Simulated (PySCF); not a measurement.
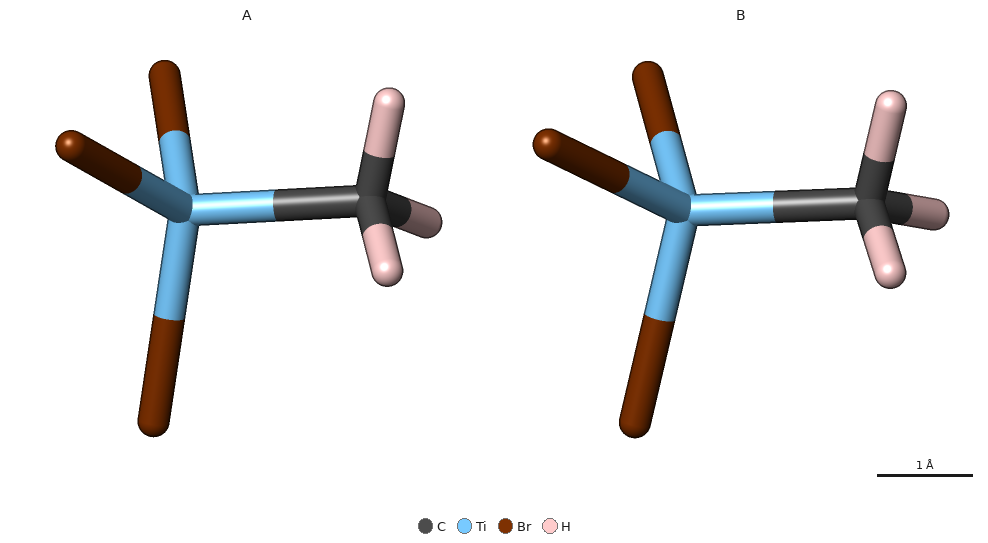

Two geometries of CH3Br3Ti, drawn at one scale. One is the start of a relaxation, the other its converged end. A stick model, seen at a tilt.

All numbers below come from PBE0-D3(BJ)/def2-SVP geometry optimisation, gas phase (PySCF 2.14.0, density-fitted response routines). 

**Which one is relaxed?**

Structure A is the relaxed one. The start comes from GFN2-xTB. Its atoms were then displaced at random by about 0.03 Å. The energy falls by 32.3 kJ/mol in 8 geometry steps. The atom that moves furthest after the best rigid fit is a Br atom (0.18 Å). By element the largest moves are Br 0.18 Å, H 0.17 Å, C 0.10 Å, Ti 0.06 Å. Some distances before and after: Br–Ti 2.405 → 2.322 Å, C–H 1.033 → 1.103 Å, C–H 1.161 → 1.102 Å, Br–Ti 2.354 → 2.315 Å. Among the angles between lasting bonds that change: Ti–C–H 119.0° → 107.8°, H–C–H 102.0° → 110.8°, C–Ti–Br 114.1° → 106.1°.
